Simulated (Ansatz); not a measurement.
# Rhodium, dhcp under PBEsol: from relaxation to bulk modulus, part 2 of 2

The plan for rhodium in the dhcp structure: relax it, solve it on a dense k-mesh, then scale the cell to 7 volumes from 88 to 112 % of the relaxed one and try a fit of the equation of state. Spin polarisation is left out. The k-meshes are 13×13×4 for the relaxation; 18×18×5 for the dense run; 15×15×4 for the volumes.

Ansatz 0.2.0; DFT, PBEsol, plane waves (420 eV) with PAW, scalar-relativistic. The steps go on from the part before.

## 3. Dense single point

File input.yaml:

```yaml
crystal:
  lattice:
    - [2.6766193537, 0.0, 0.0]
    - [-1.3383096768, 2.3180203566, 0.0]
    - [0.0, 0.0, 8.7316996975]
  atoms:
    - { symbol: Rh, position: [0.0, 1.0, 0.0] }
    - { symbol: Rh, position: [0.0, 1.0, 0.5] }
    - { symbol: Rh, position: [0.3333333333, 0.6666666667, 0.25] }
    - { symbol: Rh, position: [0.6666666667, 0.3333333333, 0.75] }
hamiltonian:
  xc: pbesol
  pseudopotentials:
    kind: paw
    azcp:
      Rh: "pseudopotentials/Rh.paw.azcp"
basis:
  ecutwfc: 420
  fft_grid_basis: typed
kpoints:
  mp_grid: { grid: [18, 18, 5], shift: [0, 0, 0] }
magnetization:
  spin_polarized: false
scf:
  occupations: { method: fermi_dirac, width: 0.1 }
```

Output, shortened:

```text
Warning: <dir> the record states the generating functional pbe (its physics header spells it `PBE`), which answers neither for hamiltonian.xc's functional nor for the pbesol family's — results may be inconsistent (PPs are generated against a specific XC)
Warning: RAYON_NUM_THREADS=2 ignored (pool sized by the plan → 2); use --threads N
[...]
Pseudopotentials: kind: paw
Pseudopotential: Rh, paw, valence charge 17, recommended cutoff 420 eV (normal), <dir>
Functional definition: PBEsol
[...]
Crystal: 4 atoms, lattice volume = 54.175 Å³
Basis set: ecut = 420 eV, 1091 PW (Γ)
Bands: 41, of which v1, the nominal top of the filled ones, is band 34 counted from 1 (33 counted from 0)
Symmetry: 24 space group operations
Space group: P63/mmc (ITA 194), of the structure as read, at distance tolerance 3.8e-5 Å
k-points: 111 of 1620
[...]
SCF iter   1: F=—  HF=-25355.005503 eV  |F-HF|=—  |Δ(HF+E_count)|=         —  Δρ=1.13e-2  dr2=4.87e-2  ethr=1.77e-3  ⟨swp⟩=5.9  Hψ=15590  notcnv=0  defer=11
[...]
SCF iter   6: F=-25354.994101 eV  HF=-25354.994101 eV  |F-HF|=2.84e-10  |Δ(HF+E_count)|=   6.29e-9  Δρ=4.69e-6  dr2=7.81e-9  ethr=1.47e-10  ⟨swp⟩=2.0  Hψ=8794  notcnv=0
[...]
SCF converged after 6 iterations
Free energy (F): -25354.994101 eV
[...]
E sigma→0 (E₀):  -25354.901036 eV
Entropy (-TS):   -0.186130 eV (-46.532 meV/atom)
Fermi energy:    22.705876 eV
[...]
```

Run time: 2.6 s. Hardware: 2 threads of INTEL XEON PLATINUM 8581C at 2.10GHz (Emerald Rapids), shared host; peak memory 0.49 GiB.

## 4. At 88 % of the relaxed volume

Changes to input.yaml since step 3:

```diff
@@ -2,5 +2,5 @@
   lattice:
-    - [2.6766193537, 0.0, 0.0]
-    - [-1.3383096768, 2.3180203566, 0.0]
-    - [0.0, 0.0, 8.7316996975]
+    - [2.5649614242, 0.0, 0.0]
+    - [-1.2824807121, 2.2213217531, 0.0]
+    - [0.0, 0.0, 8.3674478633]
   atoms:
@@ -20,3 +20,3 @@
 kpoints:
-  mp_grid: { grid: [18, 18, 5], shift: [0, 0, 0] }
+  mp_grid: { grid: [15, 15, 4], shift: [0, 0, 0] }
 magnetization:
@@ -25 +25,4 @@
   occupations: { method: fermi_dirac, width: 0.1 }
+  lower_state_search: "off"
+output:
+  stress: true
```

Output, shortened:

```text
Warning: <dir> the record states the generating functional pbe (its physics header spells it `PBE`), which answers neither for hamiltonian.xc's functional nor for the pbesol family's — results may be inconsistent (PPs are generated against a specific XC)
Warning: RAYON_NUM_THREADS=2 ignored (pool sized by the plan → 2); use --threads N
[...]
[... 3 set-up lines as earlier in the session ...]
[...]
Crystal: 4 atoms, lattice volume = 47.674 Å³
Basis set: ecut = 420 eV, 957 PW (Γ)
Bands: 41, of which v1, the nominal top of the filled ones, is band 34 counted from 1 (33 counted from 0)
[... 1 set-up line as earlier in the session ...]
Space group: P63/mmc (ITA 194), of the structure as read, at distance tolerance 3.6e-5 Å
k-points: 81 of 900
[...]
SCF iter   1: F=—  HF=-25354.085012 eV  |F-HF|=—  |Δ(HF+E_count)|=         —  Δρ=1.25e-2  dr2=4.97e-2  ethr=1.77e-3  ⟨swp⟩=5.9  Hψ=11772  notcnv=0  defer=5
[...]
SCF iter   6: F=-25354.074171 eV  HF=-25354.074171 eV  |F-HF|=2.09e-8  |Δ(HF+E_count)|=   4.73e-8  Δρ=6.18e-6  dr2=2.86e-8  ethr=1.47e-10  ⟨swp⟩=4.0  Hψ=10749  notcnv=0
[...]
SCF converged after 6 iterations
Free energy (F): -25354.074171 eV
[...]
E sigma→0 (E₀):  -25354.002920 eV
Entropy (-TS):   -0.142504 eV (-35.626 meV/atom)
Fermi energy:    26.688844 eV
[...]
--- Stress (GPa, compression-positive) ---
       51.341328       0.000000       0.000000
        0.000000      51.341328       0.000000
        0.000000       0.000000      52.031411
  P = ⅓ Tr σ = 51.5714 GPa (515.714 kbar)
```

Wall time 2 s (2 threads of INTEL XEON PLATINUM 8581C at 2.10GHz (Emerald Rapids), shared host); peak memory 0.45 GiB.

## 5. At 92 % of the relaxed volume

Changes to input.yaml since step 4:

```diff
@@ -2,5 +2,5 @@
   lattice:
-    - [2.5649614242, 0.0, 0.0]
-    - [-1.2824807121, 2.2213217531, 0.0]
-    - [0.0, 0.0, 8.3674478633]
+    - [2.6032500754, 0.0, 0.0]
+    - [-1.3016250377, 2.2544806978, 0.0]
+    - [0.0, 0.0, 8.4923535597]
   atoms:
```

Output, shortened:

```text
Warning: <dir> the record states the generating functional pbe (its physics header spells it `PBE`), which answers neither for hamiltonian.xc's functional nor for the pbesol family's — results may be inconsistent (PPs are generated against a specific XC)
Warning: RAYON_NUM_THREADS=2 ignored (pool sized by the plan → 2); use --threads N
[...]
[... 3 set-up lines as earlier in the session ...]
[...]
Crystal: 4 atoms, lattice volume = 49.841 Å³
Basis set: ecut = 420 eV, 1019 PW (Γ)
Bands: 41, of which v1, the nominal top of the filled ones, is band 34 counted from 1 (33 counted from 0)
[... 1 set-up line as earlier in the session ...]
Space group: P63/mmc (ITA 194), of the structure as read, at distance tolerance 3.7e-5 Å
k-points: 81 of 900
[...]
SCF iter   1: F=—  HF=-25354.630519 eV  |F-HF|=—  |Δ(HF+E_count)|=         —  Δρ=1.19e-2  dr2=4.77e-2  ethr=1.77e-3  ⟨swp⟩=5.8  Hψ=11565  notcnv=0  defer=7
[...]
SCF iter   6: F=-25354.620418 eV  HF=-25354.620418 eV  |F-HF|=1.55e-8  |Δ(HF+E_count)|=   3.44e-8  Δρ=5.81e-6  dr2=2.35e-8  ethr=1.47e-10  ⟨swp⟩=4.0  Hψ=10762  notcnv=0
[...]
SCF converged after 6 iterations
Free energy (F): -25354.620418 eV
[...]
E sigma→0 (E₀):  -25354.542732 eV
Entropy (-TS):   -0.155373 eV (-38.843 meV/atom)
Fermi energy:    25.243811 eV
[...]
--- Stress (GPa, compression-positive) ---
       29.939505       0.000000       0.000000
        0.000000      29.939505       0.000000
        0.000000       0.000000      30.334770
  P = ⅓ Tr σ = 30.0713 GPa (300.713 kbar)
```

Wall time 2.2 s (2 threads of INTEL XEON PLATINUM 8581C at 2.10GHz (Emerald Rapids), shared host); peak memory 0.43 GiB.

## 6. At 96 % of the relaxed volume

Changes to input.yaml since step 5:

```diff
@@ -2,5 +2,5 @@
   lattice:
-    - [2.6032500754, 0.0, 0.0]
-    - [-1.3016250377, 2.2544806978, 0.0]
-    - [0.0, 0.0, 8.4923535597]
+    - [2.6404443874, 0.0, 0.0]
+    - [-1.3202221937, 2.2866919168, 0.0]
+    - [0.0, 0.0, 8.6136892893]
   atoms:
```

Output, shortened:

```text
Warning: <dir> the record states the generating functional pbe (its physics header spells it `PBE`), which answers neither for hamiltonian.xc's functional nor for the pbesol family's — results may be inconsistent (PPs are generated against a specific XC)
Warning: RAYON_NUM_THREADS=2 ignored (pool sized by the plan → 2); use --threads N
[...]
[... 3 set-up lines as earlier in the session ...]
[...]
Crystal: 4 atoms, lattice volume = 52.008 Å³
Basis set: ecut = 420 eV, 1031 PW (Γ)
Bands: 41, of which v1, the nominal top of the filled ones, is band 34 counted from 1 (33 counted from 0)
[... 2 set-up lines as earlier in the session ...]
k-points: 81 of 900
[...]
SCF iter   1: F=—  HF=-25354.918458 eV  |F-HF|=—  |Δ(HF+E_count)|=         —  Δρ=1.16e-2  dr2=4.75e-2  ethr=1.77e-3  ⟨swp⟩=5.7  Hψ=11364  notcnv=0  defer=8
[...]
SCF iter   6: F=-25354.908470 eV  HF=-25354.908470 eV  |F-HF|=5.81e-9  |Δ(HF+E_count)|=   1.76e-8  Δρ=5.25e-6  dr2=1.36e-8  ethr=1.47e-10  ⟨swp⟩=4.0  Hψ=10629  notcnv=0
[...]
SCF converged after 6 iterations
Free energy (F): -25354.908470 eV
[...]
E sigma→0 (E₀):  -25354.824099 eV
Entropy (-TS):   -0.168740 eV (-42.185 meV/atom)
Fermi energy:    23.918651 eV
[...]
--- Stress (GPa, compression-positive) ---
       13.148067       0.000000       0.000000
        0.000000      13.148067       0.000000
        0.000000       0.000000      13.317455
  P = ⅓ Tr σ = 13.2045 GPa (132.045 kbar)
```

It took 2.3 s on 2 threads of INTEL XEON PLATINUM 8581C at 2.10GHz (Emerald Rapids), shared host; peak memory 0.46 GiB.

## 7. At 100 % of the relaxed volume

Changes to input.yaml since step 6:

```diff
@@ -2,5 +2,5 @@
   lattice:
-    - [2.6404443874, 0.0, 0.0]
-    - [-1.3202221937, 2.2866919168, 0.0]
-    - [0.0, 0.0, 8.6136892893]
+    - [2.6766193537, 0.0, 0.0]
+    - [-1.3383096768, 2.3180203566, 0.0]
+    - [0.0, 0.0, 8.7316996975]
   atoms:
```

Output, shortened:

```text
Warning: <dir> the record states the generating functional pbe (its physics header spells it `PBE`), which answers neither for hamiltonian.xc's functional nor for the pbesol family's — results may be inconsistent (PPs are generated against a specific XC)
Warning: RAYON_NUM_THREADS=2 ignored (pool sized by the plan → 2); use --threads N
[...]
[... 3 set-up lines as earlier in the session ...]
[...]
Crystal: 4 atoms, lattice volume = 54.175 Å³
Basis set: ecut = 420 eV, 1091 PW (Γ)
Bands: 41, of which v1, the nominal top of the filled ones, is band 34 counted from 1 (33 counted from 0)
[... 2 set-up lines as earlier in the session ...]
k-points: 81 of 900
[...]
SCF iter   1: F=—  HF=-25355.005196 eV  |F-HF|=—  |Δ(HF+E_count)|=         —  Δρ=1.14e-2  dr2=4.95e-2  ethr=1.77e-3  ⟨swp⟩=5.9  Hψ=11354  notcnv=0  defer=7
[...]
SCF iter   6: F=-25354.994000 eV  HF=-25354.994000 eV  |F-HF|=4.22e-10  |Δ(HF+E_count)|=   7.41e-9  Δρ=5.00e-6  dr2=8.62e-9  ethr=1.47e-10  ⟨swp⟩=4.0  Hψ=10128  notcnv=0
[...]
SCF converged after 6 iterations
Free energy (F): -25354.994000 eV
[...]
E sigma→0 (E₀):  -25354.902717 eV
Entropy (-TS):   -0.182567 eV (-45.642 meV/atom)
Fermi energy:    22.699484 eV
[...]
--- Stress (GPa, compression-positive) ---
       -0.013110      -0.000000       0.000000
       -0.000000      -0.013110       0.000000
        0.000000       0.000000      -0.020070
  P = ⅓ Tr σ = -0.0154 GPa (-0.154 kbar)
```

Run time: 2.3 s. Hardware: 2 threads of INTEL XEON PLATINUM 8581C at 2.10GHz (Emerald Rapids), shared host; peak memory 0.47 GiB.

## 8. At 104 % of the relaxed volume

Changes to input.yaml since step 7:

```diff
@@ -2,5 +2,5 @@
   lattice:
-    - [2.6766193537, 0.0, 0.0]
-    - [-1.3383096768, 2.3180203566, 0.0]
-    - [0.0, 0.0, 8.7316996975]
+    - [2.7118420686, 0.0, 0.0]
+    - [-1.3559210343, 2.3485241225, 0.0]
+    - [0.0, 0.0, 8.8466036598]
   atoms:
```

Output, shortened:

```text
Warning: <dir> the record states the generating functional pbe (its physics header spells it `PBE`), which answers neither for hamiltonian.xc's functional nor for the pbesol family's — results may be inconsistent (PPs are generated against a specific XC)
Warning: RAYON_NUM_THREADS=2 ignored (pool sized by the plan → 2); use --threads N
[...]
[... 3 set-up lines as earlier in the session ...]
[...]
Crystal: 4 atoms, lattice volume = 56.342 Å³
Basis set: ecut = 420 eV, 1091 PW (Γ)
Bands: 41, of which v1, the nominal top of the filled ones, is band 34 counted from 1 (33 counted from 0)
[... 2 set-up lines as earlier in the session ...]
k-points: 81 of 900
[...]
SCF iter   1: F=—  HF=-25354.934229 eV  |F-HF|=—  |Δ(HF+E_count)|=         —  Δρ=1.13e-2  dr2=5.30e-2  ethr=1.77e-3  ⟨swp⟩=5.9  Hψ=11206  notcnv=0  defer=8
[...]
SCF iter   6: F=-25354.920970 eV  HF=-25354.920970 eV  |F-HF|=5.82e-10  |Δ(HF+E_count)|=   4.74e-9  Δρ=4.56e-6  dr2=8.60e-9  ethr=1.47e-10  ⟨swp⟩=3.6  Hψ=9579  notcnv=0
[...]
SCF converged after 6 iterations
Free energy (F): -25354.920970 eV
[...]
E sigma→0 (E₀):  -25354.822561 eV
Entropy (-TS):   -0.196817 eV (-49.204 meV/atom)
Fermi energy:    21.574452 eV
[...]
--- Stress (GPa, compression-positive) ---
      -10.307241       0.000000      -0.000000
        0.000000     -10.307241       0.000000
       -0.000000       0.000000     -10.447774
  P = ⅓ Tr σ = -10.3541 GPa (-103.541 kbar)
```

Run time: 2.2 s. Hardware: 2 threads of INTEL XEON PLATINUM 8581C at 2.10GHz (Emerald Rapids), shared host; peak memory 0.48 GiB.

## 9. At 108 % of the relaxed volume

Changes to input.yaml since step 8:

```diff
@@ -2,5 +2,5 @@
   lattice:
-    - [2.7118420686, 0.0, 0.0]
-    - [-1.3559210343, 2.3485241225, 0.0]
-    - [0.0, 0.0, 8.8466036598]
+    - [2.7461728279, 0.0, 0.0]
+    - [-1.3730864139, 2.3782554322, 0.0]
+    - [0.0, 0.0, 8.9585978738]
   atoms:
```

Output, shortened:

```text
Warning: <dir> the record states the generating functional pbe (its physics header spells it `PBE`), which answers neither for hamiltonian.xc's functional nor for the pbesol family's — results may be inconsistent (PPs are generated against a specific XC)
Warning: RAYON_NUM_THREADS=2 ignored (pool sized by the plan → 2); use --threads N
[...]
[... 3 set-up lines as earlier in the session ...]
[...]
Crystal: 4 atoms, lattice volume = 58.510 Å³
Basis set: ecut = 420 eV, 1151 PW (Γ)
Bands: 41, of which v1, the nominal top of the filled ones, is band 34 counted from 1 (33 counted from 0)
[... 1 set-up line as earlier in the session ...]
Space group: P63/mmc (ITA 194), of the structure as read, at distance tolerance 3.9e-5 Å
k-points: 81 of 900
[...]
SCF iter   1: F=—  HF=-25354.738013 eV  |F-HF|=—  |Δ(HF+E_count)|=         —  Δρ=1.12e-2  dr2=5.69e-2  ethr=1.77e-3  ⟨swp⟩=5.7  Hψ=10809  notcnv=0  defer=8
[...]
SCF iter   6: F=-25354.724161 eV  HF=-25354.724161 eV  |F-HF|=1.18e-9  |Δ(HF+E_count)|=   1.20e-9  Δρ=4.74e-6  dr2=1.08e-8  ethr=1.47e-10  ⟨swp⟩=3.7  Hψ=9818  notcnv=0
[...]
SCF converged after 6 iterations
Free energy (F): -25354.724161 eV
[...]
E sigma→0 (E₀):  -25354.618430 eV
Entropy (-TS):   -0.211462 eV (-52.866 meV/atom)
Fermi energy:    20.533363 eV
[...]
--- Stress (GPa, compression-positive) ---
      -18.327395       0.000000       0.000000
        0.000000     -18.327395       0.000000
        0.000000       0.000000     -18.567154
  P = ⅓ Tr σ = -18.4073 GPa (-184.073 kbar)
```

Wall time 2.3 s (2 threads of INTEL XEON PLATINUM 8581C at 2.10GHz (Emerald Rapids), shared host); peak memory 0.47 GiB.

## 10. At 112 % of the relaxed volume

Changes to input.yaml since step 9:

```diff
@@ -2,5 +2,5 @@
   lattice:
-    - [2.7461728279, 0.0, 0.0]
-    - [-1.3730864139, 2.3782554322, 0.0]
-    - [0.0, 0.0, 8.9585978738]
+    - [2.7796660414, 0.0, 0.0]
+    - [-1.3898330207, 2.4072614059, 0.0]
+    - [0.0, 0.0, 9.0678598357]
   atoms:
```

Output, shortened:

```text
Warning: <dir> the record states the generating functional pbe (its physics header spells it `PBE`), which answers neither for hamiltonian.xc's functional nor for the pbesol family's — results may be inconsistent (PPs are generated against a specific XC)
Warning: RAYON_NUM_THREADS=2 ignored (pool sized by the plan → 2); use --threads N
[...]
[... 3 set-up lines as earlier in the session ...]
[...]
Crystal: 4 atoms, lattice volume = 60.677 Å³
Basis set: ecut = 420 eV, 1195 PW (Γ)
Bands: 41, of which v1, the nominal top of the filled ones, is band 34 counted from 1 (33 counted from 0)
[... 2 set-up lines as earlier in the session ...]
k-points: 81 of 900
[...]
SCF iter   1: F=—  HF=-25354.446501 eV  |F-HF|=—  |Δ(HF+E_count)|=         —  Δρ=1.13e-2  dr2=6.18e-2  ethr=1.77e-3  ⟨swp⟩=5.6  Hψ=10605  notcnv=0  defer=8
[...]
SCF iter   6: F=-25354.431211 eV  HF=-25354.431211 eV  |F-HF|=1.84e-9  |Δ(HF+E_count)|=   1.37e-8  Δρ=5.22e-6  dr2=1.42e-8  ethr=1.47e-10  ⟨swp⟩=4.0  Hψ=10324  notcnv=0
[...]
SCF converged after 6 iterations
Free energy (F): -25354.431211 eV
[...]
E sigma→0 (E₀):  -25354.317972 eV
Entropy (-TS):   -0.226479 eV (-56.620 meV/atom)
Fermi energy:    19.567457 eV
[...]
--- Stress (GPa, compression-positive) ---
      -24.537083      -0.000000       0.000000
        0.000000     -24.537083       0.000000
        0.000000       0.000000     -24.846857
  P = ⅓ Tr σ = -24.6403 GPa (-246.403 kbar)
```

Run time: 2.4 s. Hardware: 2 threads of INTEL XEON PLATINUM 8581C at 2.10GHz (Emerald Rapids), shared host; peak memory 0.48 GiB.

## 11. Energy and pressure against volume

The cell was scaled evenly, with its shape and the fractional positions fixed.

| V (Å³/atom) | E − E₀ (meV/atom) | P from the stress (GPa) | P from the fit (GPa) |
| --- | --- | --- | --- |
| 11.919 | 224.9 | 51.57 | 51.20 |
| 12.460 | 90.0 | 30.07 | 29.57 |
| 13.002 | 19.6 | 13.20 | 12.68 |
| 13.544 | 0.0 | -0.02 | -0.53 |
| 14.086 | 20.0 | -10.35 | -10.87 |
| 14.627 | 71.1 | -18.41 | -18.96 |
| 15.169 | 146.2 | -24.64 | -25.26 |

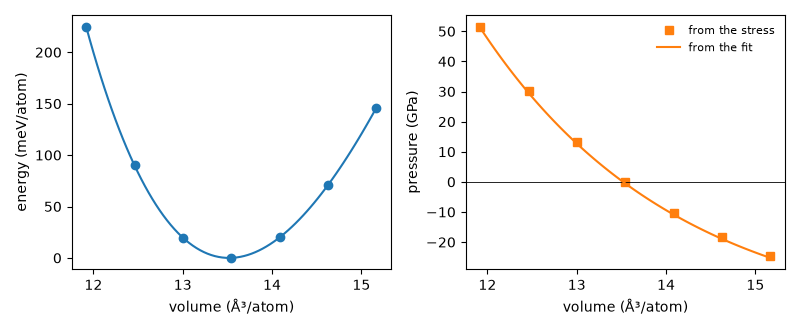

Energy and pressure against volume; the lines are the Birch-Murnaghan fit.

A third-order Birch-Murnaghan fit gives V₀ = 13.519 Å³/atom, B₀ = 294 GPa and B₀′ = 5.1; it misses no point by more than 0.06 meV/atom.

The fit is made to E(σ → 0), while the stress belongs to the free energy F; that is one source of the offset between the two pressures.

## 12. Outcome

The summary covers parts 1 to 2.

| quantity | value |
| --- | --- |
| space group (spins left aside) | P6_3/mmc (No. 194) |
| conventional cell | a = 2.677 Å, c = 8.732 Å (c/a = 3.262) |
| volume | 13.544 Å³/atom |
| shortest distance | 2.675 Å |
| gap on the mesh | none (levels filled in part) |
| relative to fcc | +20 meV/atom |
| V₀, B₀, B₀′ | 13.519 Å³/atom, 294 GPa, 5.1 |

**Reading.** From the guessed start the volume shrank by 1.5 % in 5 steps. Against the reference form of rhodium (fcc, computed apart with the same settings) it stands 20 meV/atom higher. No gap shows: it is a metal or semimetal at this level. The fitted modulus is 294 GPa, among the stiffest elements; letting shape and positions relax at each volume could only lower it. Relaxation kept the symmetry; phonons were not checked.
